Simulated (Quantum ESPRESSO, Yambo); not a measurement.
# A GW run on CdSe (F-43m) in Yambo, with inputs changed

A base run on CdSe (F-43m), then changed inputs.

Program: Yambo 5.3.0. Level of theory: PBE and many-body steps on it, plane waves. Results are calculated unless marked as measured.

**1. Starting point**

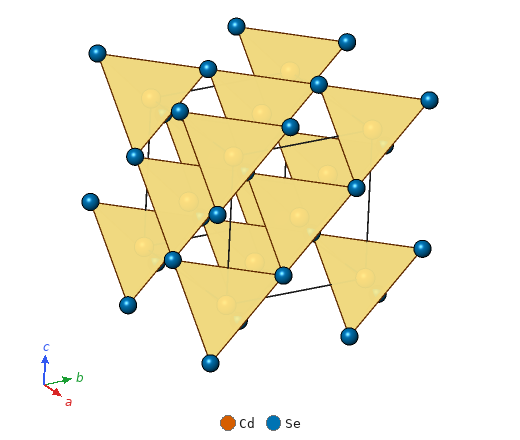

Start, viewed from a free direction; cadmium orange, selenium blue. This picture shows the conventional cell, with its axes. Some periodic images of atoms are drawn too.

Coordinates:

```xyz
2
Lattice="0.0000 3.0703 3.0703 3.0703 0.0000 3.0703 3.0703 3.0703 0.0000" Properties=species:S:1:pos:R:3 pbc="T T T"
Cd    0.0000    0.0000    0.0000
Se    4.6054    4.6054    4.6054
```

The cell and positions are those that the Materials Project relaxed with its own functionals (PBE, PBE+U or r2SCAN), kept fixed.

**2. Base**

This step: Yambo 5.3.0; G0W0 on PBE, plane waves, norm-conserving pseudopotentials.

Now the one-shot GW correction: screening in the RPA, then the self-energy of the levels asked for.

gw2.in reads:

```
HF_and_locXC
gw0
dyson
ppa
em1d
rim_cut
RandQpts= 1000000
RandGvec= 1 RL
EXXRLvcs= 94 Ry
VXCRLvcs= 376 Ry
Chimod= "HARTREE"
% BndsRnXp
 1 | 169 |
%
NGsBlkXp= 10.5 Ry
% LongDrXp
 1 | 1 | 1 |
%
% GbndRnge
 1 | 169 |
%
DysSolver= "n"
ExtendOut
PPAPntXp= 27.21138 eV
% QPkrange
 1 | 1 | 17 | 20 |
%
```

Run with:

```
> OMP_NUM_THREADS=1 mpirun -n 4 yambo -F gw2.in -J gw2 -C gw2 > gw2.log
```

Output:

```text
 Yambo, version 5.3.0

 [02] CORE Variables Setup
 =========================

  [... cell, symmetries and grids as in the set-up ...]

  [02.05] Energies & Occupations
  ==============================

  [X] === General ===
  [X] Electronic Temperature                        :  0.000000  0.000000 [eV K]
  [X] Bosonic    Temperature                        :  0.000000  0.000000 [eV K]
  [X] Finite Temperature mode                       : no
  [X] El. density                                   :  0.62193E+24 [cm-3]
  [X] Fermi Level                                   :  7.361628 [eV]

  [X] === Gaps and Widths ===
  [X] Conduction Band Min                           :  0.547474 [eV]
  [X] Valence Band Max                              :  0.000000 [eV]
  [X] Filled Bands                                  :  18
  [X] Empty Bands                                   :    19   389
  [X] Direct Gap                                    :  0.547474 [eV]
  [X] Direct Gap localized at k                     :  1
  [X] Indirect Gap                                  :  0.547474 [eV]
  [X] Indirect Gap between kpts                     :  1  1
  [X] Last valence band width                       :  2.085577 [eV]
  [X] 1st conduction band width                     :  4.363902 [eV]

 [03] Transferred momenta grid and indexing
 ==========================================

 IBZ Q-points                                      :   8
 BZ  Q-points                                      :   64

 K/Q-points units:
 rlu = crystal or reduced units; cc = cartesian coordinates; iku = interal k-units

 Q [1]          [rlu]:  0.000000  0.000000  0.000000
 Q [2]          [rlu]: -0.74024E-17  0.64753E-17  0.25000
 Q [3]          [rlu]:  0.14805E-16 -0.12951E-16 -0.50000
 Q [4]          [rlu]: -0.67816E-17  0.25000      0.25000
 Q [5]          [rlu]: -0.13780E-16  0.25000      0.50000
 Q [6]          [rlu]: -0.12951E-16  0.25000     -0.25000
 Q [7]          [rlu]:  0.13563E-16 -0.50000     -0.50000
 Q [8]          [rlu]:  0.250000 -0.500000 -0.250000

 [04] Coloumb potential Random Integration (RIM)
 ===============================================

  [04.01] RIM initialization
  ==========================

  * Diagonal components only detected *

  8 x (sBL volume)        :  0.079377 [a.u.]
  sBZ random points       :  1000000
  Points outside the sBZ  :   7999624
  RL volume               :  0.635013 [a.u.]
  Integrated volume       :  0.635043 [a.u.]

  [04.02] RIM integrals
  =====================

  Gamma point sphere radius             :  0.077956 [a.u.]
  Points outside the sphere             :   799635
  [Int_sBZ(q=0) 1/q^2]*(Vol_sBZ)^(-1/3) =:  7.763403
                                 should be <:  7.795600

  Summary of Coulomb integrals for non-metallic bands |Q|[au] RIM/Bare

  Q [1] 0.100000E-4 0.995870 * Q [2] 0.234463 1.065611
  Q [4] 0.270735 1.063960 * Q [6] 0.382877 1.025542
  Q [5] 0.448963 1.019403 * Q [3] 0.468927 1.016307
  Q [7] 0.541470 1.013019 * Q [8] 0.605382 1.010006

 [WARNING] [Xp] User bands 1-169 break level degeneracy

 [05] Dipoles
 ============

  [05.01] Setup: observables and procedures
  =========================================

 [06] Dynamic Dielectric Matrix (PPA)
 ====================================

 [WR./gw2//ndb.pp]---------------------------------------------------------------
  Brillouin Zone Q/K grids (IBZ/BZ)                :    8   64    8   64
  RL vectors                                       :   7239 [WF]
  Coulomb cutoff potential                         : none
  Electronic Temperature                           :  0.000000 [K]
  Bosonic    Temperature                           :  0.000000 [K]
  PPA    diel. fun.  energies                      : Perdew, Burke & Ernzerhof(X)+Perdew, Burke & Ernzerhof(C)
  wavefunctions                                    : Perdew, Burke & Ernzerhof(X)+Perdew, Burke & Ernzerhof(C)
  Global Gauge                                     : length
  X matrix size                                    :  229
  X band range                                     :    1  169
  X e/h energy range                               : -1.000000 -1.000000 [eV]
  X Time ordering                                  : R
  X Hxc Kernel                                     : HARTREE
  X Drude frequency                                :  0.000000  0.000000
  X poles                                          :  100.0000 [o/o]
  RL vectors in the sum                            :   7239
  [r,Vnl] included                                 : yes
  Field direction                                  :  0.577350E-5  0.577350E-5  0.577350E-5
  BZ energy Double Grid                            : no
  BZ energy DbGd points                            : 0
  BZ Q point size factor                           : -1.000000
  X Optical Averaged directions                    : none

 [07] Local Exchange-Correlation + Non-Local Fock
 ================================================

 [VXC] Plane waves :   47855
 [EXS] Plane waves :   6081

 QP @ state[ 1 ] K range:  1  1
 QP @ state[ 1 ] b range:  17  20

 [xc] Functional : Perdew, Burke & Ernzerhof(X)+Perdew, Burke & Ernzerhof(C)
 [xc] LIBXC used to calculate xc functional
  PP Number of Atomic Species                      :  2
  NLCC RL compoments                               :   47855
  PP Number of Atomic Species                      :  2
  NLCC RL compoments                               :   47855

 [xc] E_xc :  -27.04176 [Ha]
      E_xc :  -54.08352 [Ry]

  Local XC kind (lXC) : Perdew, Burke & Ernzerhof(X)+Perdew, Burke & Ernzerhof(C)
  Non-Local XC kind (nlXC) : Hartree-Fock

  Corrections @ K [1] :  [eV]
 <17|nlXC|17> = -18.87319 -0.84714E-17 <17|lXC|17> = -15.31662  0.18882E-15
 <18|nlXC|18> = -18.87316  0.11312E-16 <18|lXC|18> = -15.31662  0.37781E-15
 <19|nlXC|19> = -8.130874  0.72937E-17 <19|lXC|19> = -11.48236  0.94441E-16
 <20|nlXC|20> = -5.557951  0.27281E-18 <20|lXC|20> = -10.19486 -0.59005E-16

 [08] Dyson equation: Newton solver
 ==================================

  [08.01] G0W0 (W PPA)
  ====================

  [  GW  ] Bands range     :    1  169
  [GW/PPA] G damping       :  0.100000 [eV]

  QP @ state[ 1 ] K range:  1  1
  QP @ state[ 1 ] b range:  17  20

   Sc/G bands                                       :    1  169
   Sc/G damping                                     :  0.100000 ev
   Sc bands terminator                              : no
   Sx RL components                                 :   6081

   QP @ state[ 1 ] K range                          :  1  1
   QP @ state[ 1 ] b range                          :  17  20
   GF energies kind                                 : Perdew, Burke & Ernzerhof(X)+Perdew, Burke & Ernzerhof(C)
   GF WF`s kind                                     : Perdew, Burke & Ernzerhof(X)+Perdew, Burke & Ernzerhof(C)
   Xs energies kind                                 : Perdew, Burke & Ernzerhof(X)+Perdew, Burke & Ernzerhof(C)
   Xs WF`s kind                                     : Perdew, Burke & Ernzerhof(X)+Perdew, Burke & Ernzerhof(C)

 [11] Game Over & Game summary
```

Wall time 6 min (4 MPI ranks of Arm Neoverse N1, shared host); peak memory 2.1 GiB.

This step gave:

```
G0W0 gap on the points computed              : 1.709 eV
starting gap on the mesh                     : 0.5475 eV
k of the valence top                         : 0, 0, 0
k of the conduction bottom                   : 0, 0, 0
least direct G0W0 gap on the computed points : 1.709 eV
Z at the valence top                         : 0.7911
Z at the conduction bottom                   : 0.8118
```

The gap on the mesh goes from 0.55 eV to 1.71 eV, a correction of +1.16 eV.

**3. More G vectors in the random integration**

gw7.in, as its differences from gw2.in of step 2:

```diff
@@ -7,3 +7,3 @@
 RandQpts= 1000000
-RandGvec= 1 RL
+RandGvec= 59 RL
 EXXRLvcs= 94 Ry
@@ -27 +27,2 @@
 %
+QpgFull
```

Run with:

```
> OMP_NUM_THREADS=1 mpirun -n 4 yambo -F gw7.in -J gw7,gw2_W -C gw7 > gw7.log
```

Output:

```text
 Yambo, version 5.3.0

 [02] CORE Variables Setup
 =========================

  [... cell, symmetries and grids as in the set-up ...]

  [02.05] Energies & Occupations
  ==============================

  [X] === General ===
  [X] Electronic Temperature                        :  0.000000  0.000000 [eV K]
  [X] Bosonic    Temperature                        :  0.000000  0.000000 [eV K]
  [X] Finite Temperature mode                       : no
  [X] El. density                                   :  0.62193E+24 [cm-3]
  [X] Fermi Level                                   :  7.361628 [eV]

  [X] === Gaps and Widths ===
  [X] Conduction Band Min                           :  0.547474 [eV]
  [X] Valence Band Max                              :  0.000000 [eV]
  [X] Filled Bands                                  :  18
  [X] Empty Bands                                   :    19   389
  [X] Direct Gap                                    :  0.547474 [eV]
  [X] Direct Gap localized at k                     :  1
  [X] Indirect Gap                                  :  0.547474 [eV]
  [X] Indirect Gap between kpts                     :  1  1
  [X] Last valence band width                       :  2.085577 [eV]
  [X] 1st conduction band width                     :  4.363902 [eV]

 [03] Transferred momenta grid and indexing
 ==========================================

 IBZ Q-points                                      :   8
 BZ  Q-points                                      :   64

 K/Q-points units:
 rlu = crystal or reduced units; cc = cartesian coordinates; iku = interal k-units

 Q [1]          [rlu]:  0.000000  0.000000  0.000000
 Q [2]          [rlu]: -0.74024E-17  0.64753E-17  0.25000
 Q [3]          [rlu]:  0.14805E-16 -0.12951E-16 -0.50000
[...]
Q [7]          [rlu]:  0.13563E-16 -0.50000     -0.50000
 Q [8]          [rlu]:  0.250000 -0.500000 -0.250000

 [04] Coloumb potential Random Integration (RIM)
 ===============================================

  [04.01] RIM initialization
  ==========================

  8 x (sBL volume)        :  0.079377 [a.u.]
  sBZ random points       :  1000000
  Points outside the sBZ  :   7999624
  RL volume               :  0.635013 [a.u.]
  Integrated volume       :  0.635043 [a.u.]

  [04.02] RIM integrals
  =====================

  Gamma point sphere radius             :  0.077956 [a.u.]
  Points outside the sphere             :   799635
  [Int_sBZ(q=0) 1/q^2]*(Vol_sBZ)^(-1/3) =:  7.763403
                                 should be <:  7.795600

  Summary of Coulomb integrals for non-metallic bands |Q|[au] RIM/Bare

  Q [1] 0.100000E-4 0.995870 * Q [2] 0.234463 1.065611
  Q [4] 0.270735 1.063960 * Q [6] 0.382877 1.025542
  Q [5] 0.448963 1.019403 * Q [3] 0.468927 1.016307
  Q [7] 0.541470 1.013019 * Q [8] 0.605382 1.010006

 [WARNING] [Xp] User bands 1-169 break level degeneracy

 [05] Dipoles
 ============

  [05.01] Setup: observables and procedures
  =========================================

 [06] Dynamic Dielectric Matrix (PPA)
 ====================================

   Sc/G bands                                       :    1  169
   Sc/G damping                                     :  0.100000 ev
   Sc bands terminator                              : no
   Sx RL components                                 :   6081

   QP @ state[ 1 ] K range                          :  1  1
   QP @ state[ 1 ] b range                          :  17  20
   GF energies kind                                 : Perdew, Burke & Ernzerhof(X)+Perdew, Burke & Ernzerhof(C)
   GF WF`s kind                                     : Perdew, Burke & Ernzerhof(X)+Perdew, Burke & Ernzerhof(C)
   Xs energies kind                                 : Perdew, Burke & Ernzerhof(X)+Perdew, Burke & Ernzerhof(C)
   Xs WF`s kind                                     : Perdew, Burke & Ernzerhof(X)+Perdew, Burke & Ernzerhof(C)

 [11] Game Over & Game summary
```

The job ended after 3.2 min (4 MPI ranks; peak memory 2 GiB).

Numbers from this step:

- G0W0 gap on the points computed: 1.718 eV
- starting gap on the mesh: 0.5475 eV
- k of the valence top: 0, 0, 0
- k of the conduction bottom: 0, 0, 0
- least direct G0W0 gap on the computed points: 1.718 eV
- Z at the valence top: 0.7908
- Z at the conduction bottom: 0.8116

Against G0W0 in Yambo (4×4×4 mesh, 169 bands, screening to 142.9 eV, Godby-Needs plasmon pole), the gap moves by +0.009 eV.

**4. The runs together**

Times are wall times on 4 MPI ranks of Arm Neoverse N1, shared host, good to a factor of about two.

```tsv
run	mesh	bands	screening cutoff (eV)	DFT gap (eV)	gap on the mesh (eV)	direct (eV)	time
base	4×4×4	169	142.9	0.547	1.709	1.709	6 min
more G vectors in the random integration	4×4×4	169	142.9	0.547	1.718	1.718	3.2 min
```

**5. What came out**

```
base                                     : 1.709 eV
more G vectors in the random integration : 1.718 eV
known limits                             : not at the basis limit; exchange with frozen shells missing; no spin-orbit coupling; coarse k mesh
```

In words: More G vectors in the random integration: +0.009 eV against base (keys changed: RandGvec and QpgFull; the shift is their joint effect). Bands and cutoff are finite, so the gap is not at the basis limit. The miss can reach some tenths of an eV and take either sign; the mesh is an error of its own. In the G0W0 runs levels were corrected at 1 k point alone, so a gap called «on the mesh» is the least over those, and an edge elsewhere would be missed. The 4×4×4 mesh is coarse for this cell, which bears on the long-range parts of exchange and screening. The norm-conserving file of at least one element keeps a d shell over frozen s and p shells of the same row. Exchange with those shells is missing from the self-energy, an error of 0.3 to 0.9 eV in cases checked, whose sign depends on which edge lies on those atoms. The many-body steps are scalar-relativistic: spin-orbit coupling is not in them.

[Paths, hosts, dates, memory and timing lines, banners, echoed tables and standing remarks are left out of the program output.]

[Logs are printed without paths, hosts, clocks, repeated set-up lines and the standing remarks that a program may print on its own settings, such as how far it seeks lower states.]

[Runs of the session that timed out or met a known fault of the program may be left out.]

[Hosts, paths, dates, database ids (printed as entryN), source tags and the programs' standing remarks are cut or masked in the printed files.]
